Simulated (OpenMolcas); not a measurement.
# AlClOF (SMILES [O][Al]([F])[Cl]): a chain of runs

Aim: the energy (ROHF/ANO-RCC-MB), then a single-point energy (CASSCF(3,3)/ANO-RCC-VDZP), then the energy along one coordinate (CASPT2(3,3)/ANO-RCC-VDZP), then an energy scan (SC-NEVPT2(3,3)/ANO-RCC-VDZP), then the energy along one coordinate (MC-PDFT[tPBE](3,3)/ANO-RCC-VDZP) of AlClOF. 

The calculation is run with OpenMolcas 26.06.

### 1 The molecule

AlClOF: 4 atoms, total charge 0, spin state doublet. As SMILES, `[O][Al]([F])[Cl]`. Geometry: relaxed at PBE0-D4/def2-TZVP.

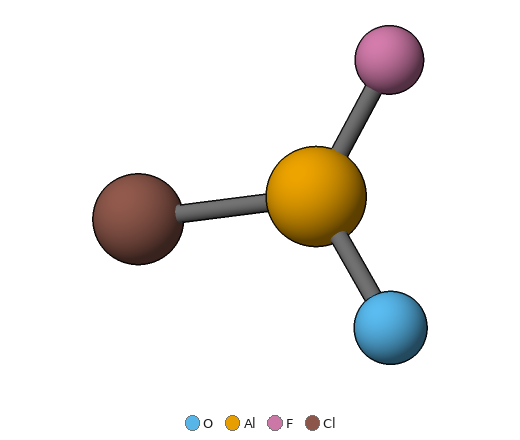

The structure, seen from a chosen angle (oxygen blue, aluminium amber, fluorine pink, chlorine brown).

### 2 The energy at ROHF/ANO-RCC-MB (DKH2) (run 1)

Contents of struct.xyz:

```xyz
4

O      0.993300     0.591700     1.294800
Al     0.061900    -0.095200     0.016700
F      0.278100    -1.671200    -0.348900
Cl    -1.277700     1.114400    -0.982900
```

Contents of step1.inp:

```
* AlClFO Hartree-Fock
>>> EXPORT MOLCAS_PRINT=2
&GATEWAY
COORD = struct.xyz
BASIS = ANO-RCC-MB
GROUP = NoSym
&SEWARD
&SCF
UHF
SPIN = 2
PRORBITALS = 0
&RASSCF
FILEORB = $Project.UnaOrb
SPIN = 2
NACTEL = 1 0 0
INACTIVE = 23
RAS2 = 1
OUTORBITALS = Canonical
ORBLISTING = Nothing
```

On the command line:

```console
export MOLCAS_MEM=1860
pymolcas step1.inp > step1.log
```

Log:

```text
--- Start Module: gateway ---
[...]
--- Stop Module: gateway /rc=_RC_ALL_IS_WELL_ ---
[...]
      Basis functions           28
[...]
--- Start Module: scf ---
[...]
       Convergence after  17 Iterations
[...]
::    Total SCF energy                               -877.7131164946
[...]
      Total spin, S                                     0.5024342431
[...]
--- Stop Module: scf /rc=_RC_ALL_IS_WELL_ ---
[...]
--- Start Module: rasscf ---
[...]
      Number of active orbitals                  1
[...]
      Spin quantum number                      0.5
[...]
      Active orbitals                            1
[...]
      Number of CSFs                             1
[...]
      Number of root(s) required                 1
[...]
      Convergence after  7 iterations
[...]
      printout of CI-coefficients larger than  0.05 for root  1
      energy=    -877.712290
      conf/sym  1     Coeff  Weight
             1  u   1.00000 1.00000
      Natural orbitals and occupation numbers for root  1
      sym 1:   1.000000
      ************************************************************************************************************************
      *                                                    Final results                                                     *
[...]
::    RASSCF root number  1 Total energy:   -877.71229035
[...]
      Total electronic charge=   47.000000
      Total            charge=   -0.000000
[...]
      Dipole Moment (debye):
      Origin of the operator (angstrom)=   -0.2253    0.1456   -0.2046
                   X=  2.6917E-01               Y= -4.0099E-01               Z=  1.4053E-01           Total=  5.0299E-01
      Quadrupole Moment (debye*angstrom):
[...]
--- Stop Module: rasscf /rc=_RC_ALL_IS_WELL_ ---
[...]
```

It took 6.9 s on 1 thread of AMD EPYC 7R43 (Zen 3), shared host; peak memory 0.37 GiB.

### 3 The energy at CASSCF(3,3)/ANO-RCC-VDZP (DKH2) (run 2)

struct.xyz is that of step 2.

Contents of step2.input:

```
&gateway
coord = struct.xyz
basis = ANO-RCC-MB
group = NoSym
&seward
&rasscf
fileorb = $CurrDir/step1.RasOrb
alter = 2
1 16 23
1 25 28
spin = 2
nactel = 3 0 0
inactive = 22
ras2 = 3
orblisting = Nothing
>>> COPY $Project.RunFile RUNFIL1
>>> COPY $Project.RasOrb INPORB
&gateway
coord = struct.xyz
basis = ANO-RCC-VDZP
group = NoSym
&seward
>>> COPY $Project.RunFile RUNFIL2
&expbas
&rasscf
fileorb = $Project.ExpOrb
spin = 2
nactel = 3 0 0
inactive = 22
ras2 = 3
orblisting = Nothing
```

On the command line:

```console
export MOLCAS_MEM=1860
pymolcas step2.input > step2.log
```

Log:

```text
[...]
      Basis functions           28
[...]
      Number of active orbitals                  3
[...]
      Spin quantum number                      0.5
[...]
      Active orbitals                            3
[...]
      Number of CSFs                             8
[...]
      Number of root(s) required                 1
[...]
      Convergence after 18 iterations
[...]
      printout of CI-coefficients larger than  0.05 for root  1
      energy=    -877.718996
      conf/sym  111     Coeff  Weight
             1  2u0   0.99770 0.99541
             8  0u2   0.06660 0.00444
      Natural orbitals and occupation numbers for root  1
      sym 1:   1.990886   1.000038   0.009076
      ************************************************************************************************************************
      *                                                    Final results                                                     *
[...]
::    RASSCF root number  1 Total energy:   -877.71899578
[...]
      Basis functions           64
[...]
      Convergence after 26 iterations
[...]
      Natural orbitals and occupation numbers for root  1
      sym 1:   1.987699   1.000017   0.012284
      ************************************************************************************************************************
      *                                                    Final results                                                     *
[...]
::    RASSCF root number  1 Total energy:   -877.93654976
[...]
      Total electronic charge=   47.000000
      Total            charge=   -0.000000
[...]
      Dipole Moment (debye):
      Origin of the operator (angstrom)=   -0.2253    0.1456   -0.2046
                   X= -5.6649E-01               Y=  3.1691E-01               Z= -4.9703E-01           Total=  8.1754E-01
      Quadrupole Moment (debye*angstrom):
[...]
```

It took 20 s on 1 thread of AMD EPYC 7R43 (Zen 3), shared host; peak memory 0.41 GiB.

### 4 The energy along one coordinate at CASPT2(3,3)/ANO-RCC-VDZP (DKH2, ipea shift 0.25 Eh, pt2 variant SS) (run 3)

Contents of step3.inp:

```
>>> COPY $CurrDir/step2.RasOrb $Project.RasOrb
>>> ForEach K in (1, 2, 3, 4, 5, 6, 7, 8, 9)

&GATEWAY
 Coord = $CurrDir/point$K.xyz
 Basis = ANO-RCC-VDZP
 Group = NoSym

&SEWARD

&RASSCF
 FileOrb = $Project.RasOrb
 Spin = 2
 Nactel = 3 0 0
 Inactive = 22
 Ras2 = 3
 OrbListing = Nothing

&CASPT2
 Imaginary = 0.2
 Frozen = 12
>>> EndDo
```

On the command line:

```console
export MOLCAS_MEM=1860
pymolcas step3.inp > step3.log
```

Log:

```text
[...]
      Basis functions           64
[...]
      Number of active orbitals                  3
[...]
      Spin quantum number                      0.5
[...]
      Active orbitals                            3
[...]
      Number of CSFs                             8
[...]
      Number of root(s) required                 1
[...]
      Convergence after 35 iterations
[...]
      printout of CI-coefficients larger than  0.05 for root  1
      energy=    -877.910393
      conf/sym  111     Coeff  Weight
             1  2u0   0.99751 0.99503
             8  0u2   0.07041 0.00496
      Natural orbitals and occupation numbers for root  1
      sym 1:   1.990064   1.000005   0.009931
      ************************************************************************************************************************
      *                                                    Final results                                                     *
[...]
::    RASSCF root number  1 Total energy:   -877.91039330
[...]
::    CASPT2 Root  1     Total energy:   -878.42656492
[...]
      Convergence after 27 iterations
[...]
      Natural orbitals and occupation numbers for root  1
      sym 1:   1.987705   1.000017   0.012278
      ************************************************************************************************************************
      *                                                    Final results                                                     *
[...]
      Convergence after 25 iterations
[...]
      Convergence after 29 iterations
[...]
      Convergence after 38 iterations
[...]
::    RASSCF root number  1 Total energy:   -877.76628937
[...]
::    CASPT2 Root  1     Total energy:   -878.25241631
[...]
      Convergence after 27 iterations
[...]
::    RASSCF root number  1 Total energy:   -877.76638987
[...]
::    CASPT2 Root  1     Total energy:   -878.25113870
[...]
```

Wall time 2 min (1 thread of AMD EPYC 7R43 (Zen 3), shared host); peak memory 0.42 GiB.

The scan, from its lowest point:

| F3–Al2 (Å) | energy (kJ/mol) |
| --- | --- |
| 1.469 | 76.7 |
| 1.632 | 0.0 |
| 1.795 | 17.3 |
| 2.040 | 107.4 |
| 2.367 | 250.3 |
| 2.775 | 408.2 |
| 3.264 | 530.3 |
| 3.917 | 533.9 |
| 4.897 | 537.2 |

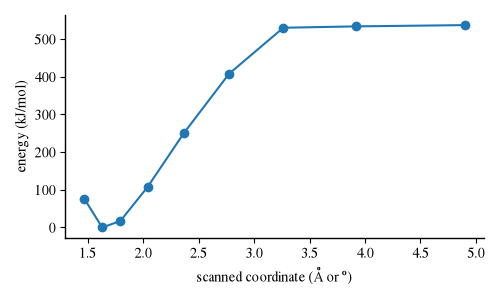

Energy along the scan.

### 5 An energy scan at SC-NEVPT2(3,3)/ANO-RCC-VDZP (DKH2, pt2 variant SC-NEVPT2) (run 4)

Contents of step4.inp:

```
>>> COPY $CurrDir/step2.RasOrb $Project.RasOrb
>>> ForEach K in (1, 2, 3, 4, 5, 6, 7, 8, 9)
&GATEWAY
Coord=$CurrDir/point$K.xyz
Basis=ANO-RCC-VDZP
Group=NoSym
&SEWARD
&RASSCF
FileOrb=$Project.RasOrb
Spin=2
Nactel=3 0 0
Inactive=22
Ras2=3
OrbListing=Nothing
&CASPT2
SC-NEVPT2
Frozen=12
>>> EndDo
```

On the command line:

```console
export MOLCAS_MEM=1860
pymolcas step4.inp > step4.log
```

Log:

```text
[...]
      Basis functions           64
[...]
      Number of active orbitals                  3
[...]
      Spin quantum number                      0.5
[...]
      Active orbitals                            3
[...]
      Number of CSFs                             8
[...]
      Number of root(s) required                 1
[...]
      Convergence after 35 iterations
[...]
      printout of CI-coefficients larger than  0.05 for root  1
      energy=    -877.910393
      conf/sym  111     Coeff  Weight
             1  2u0   0.99751 0.99503
             8  0u2   0.07041 0.00496
      Natural orbitals and occupation numbers for root  1
      sym 1:   1.990064   1.000005   0.009931
      ************************************************************************************************************************
      *                                                    Final results                                                     *
[...]
::    RASSCF root number  1 Total energy:   -877.91039330
[...]
::    SC-NEVPT2 Root  1     Total energy:   -878.42156602
[...]
      Convergence after 27 iterations
[...]
      Natural orbitals and occupation numbers for root  1
      sym 1:   1.987705   1.000017   0.012278
      ************************************************************************************************************************
      *                                                    Final results                                                     *
[...]
      Convergence after 25 iterations
[...]
      Convergence after 29 iterations
[...]
      Convergence after 38 iterations
[...]
::    RASSCF root number  1 Total energy:   -877.76628937
[...]
::    SC-NEVPT2 Root  1     Total energy:   -878.24642037
[...]
      Convergence after 27 iterations
[...]
::    RASSCF root number  1 Total energy:   -877.76638987
[...]
::    SC-NEVPT2 Root  1     Total energy:   -878.24524907
[...]
```

It took 1.9 min on 1 thread of AMD EPYC 7R43 (Zen 3), shared host; peak memory 0.42 GiB.

The scan, from its lowest point:

| F3–Al2 (Å) | energy (kJ/mol) |
| --- | --- |
| 1.469 | 75.3 |
| 1.632 | 0.0 |
| 1.795 | 12.2 |
| 2.040 | 95.0 |
| 2.367 | 235.4 |
| 2.775 | 403.7 |
| 3.264 | 535.7 |
| 3.917 | 535.1 |
| 4.897 | 538.2 |

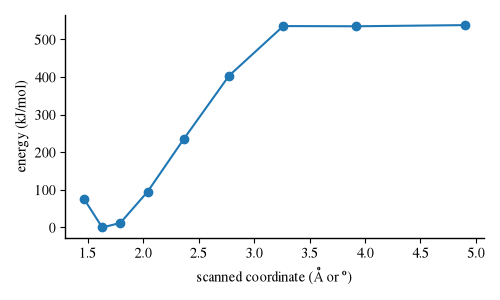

Energy along the scan.

### 6 The energy along one coordinate at MC-PDFT[tPBE](3,3)/ANO-RCC-VDZP (DKH2) (run 5)

Contents of step5.input:

```
* AlClFO MC-PDFT
>>> COPY $CurrDir/step2.RasOrb $Project.RasOrb
>>> ForEach K in (1, 2, 3, 4, 5, 6, 7, 8, 9)
&GATEWAY
Coord=$CurrDir/point$K.xyz
Basis=ANO-RCC-VDZP
Group=NoSym
&SEWARD
&RASSCF
FileOrb=$Project.RasOrb
Spin=2
Nactel=3 0 0
Inactive=22
Ras2=3
OrbListing=Nothing
&MCPDFT
KSDFT=T:PBE
>>> EndDo
```

On the command line:

```console
export MOLCAS_MEM=1860
pymolcas step5.input > step5.log
```

Log:

```text
[...]
      Basis functions           64
[...]
      Number of active orbitals                  3
[...]
      Spin quantum number                      0.5
[...]
      Active orbitals                            3
[...]
      Number of CSFs                             8
[...]
      Number of root(s) required                 1
[...]
      Convergence after 35 iterations
[...]
      printout of CI-coefficients larger than  0.05 for root  1
      energy=    -877.910393
      conf/sym  111     Coeff  Weight
             1  2u0   0.99751 0.99503
             8  0u2   0.07041 0.00496
      Natural orbitals and occupation numbers for root  1
      sym 1:   1.990064   1.000005   0.009931
      ************************************************************************************************************************
      *                                                    Final results                                                     *
[...]
::    RASSCF root number  1 Total energy:   -877.91039330
[...]
::    MCPDFT root number  1 Total energy:   -879.32922846
[...]
      Convergence after 27 iterations
[...]
      Natural orbitals and occupation numbers for root  1
      sym 1:   1.987705   1.000017   0.012278
      ************************************************************************************************************************
      *                                                    Final results                                                     *
[...]
      Convergence after 25 iterations
[...]
      Convergence after 29 iterations
[...]
      Convergence after 38 iterations
[...]
::    RASSCF root number  1 Total energy:   -877.76628937
[...]
::    MCPDFT root number  1 Total energy:   -879.14969274
[...]
      Convergence after 27 iterations
[...]
::    RASSCF root number  1 Total energy:   -877.76638987
[...]
::    MCPDFT root number  1 Total energy:   -879.14926468
[...]
```

Wall time 1.9 min (1 thread of AMD EPYC 7R43 (Zen 3), shared host); peak memory 0.42 GiB.

The scan, from its lowest point:

| F3–Al2 (Å) | energy (kJ/mol) |
| --- | --- |
| 1.469 | 71.9 |
| 1.632 | 0.0 |
| 1.795 | 17.7 |
| 2.040 | 105.0 |
| 2.367 | 239.3 |
| 2.775 | 390.0 |
| 3.264 | 531.8 |
| 3.917 | 543.3 |
| 4.897 | 544.4 |

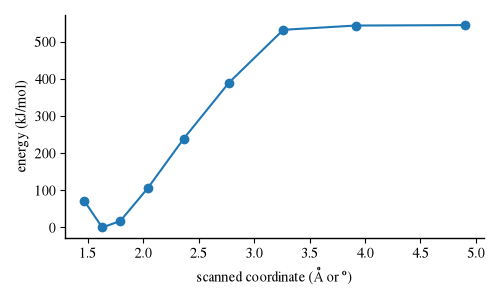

Energy along the scan.

### 7 What came out

| quantity | value |
| --- | --- |
| run 1, ROHF/ANO-RCC-MB: total energy | -877.71229 Eh |
| run 1, ROHF/ANO-RCC-MB: dipole moment | 0.50 D |
| run 2, CASSCF(3,3)/ANO-RCC-VDZP: total energy | -877.93655 Eh |
| run 2, CASSCF(3,3)/ANO-RCC-VDZP: dipole moment (CASSCF density) | 0.82 D |
| run 3, CASPT2(3,3)/ANO-RCC-VDZP: lowest energy of the scan | -878.45576 Eh |
| run 4, SC-NEVPT2(3,3)/ANO-RCC-VDZP: lowest energy of the scan | -878.45024 Eh |
| run 5, MC-PDFT[tPBE](3,3)/ANO-RCC-VDZP: lowest energy of the scan | -879.35661 Eh |

In words: Mulliken charges (run 1, ROHF/ANO-RCC-MB) run from -0.66 on F3 to +1.73 on Al2; they depend strongly on the basis. Mulliken charges (run 2, CASSCF(3,3)/ANO-RCC-VDZP) run from -0.62 on F3 to +1.48 on Al2; they depend strongly on the basis. The run (run 3, CASPT2(3,3)/ANO-RCC-VDZP) may have ended on a state above the lowest. The run (run 4, SC-NEVPT2(3,3)/ANO-RCC-VDZP) may have ended on a state above the lowest. The run (run 5, MC-PDFT[tPBE](3,3)/ANO-RCC-VDZP) may have ended on a state above the lowest.
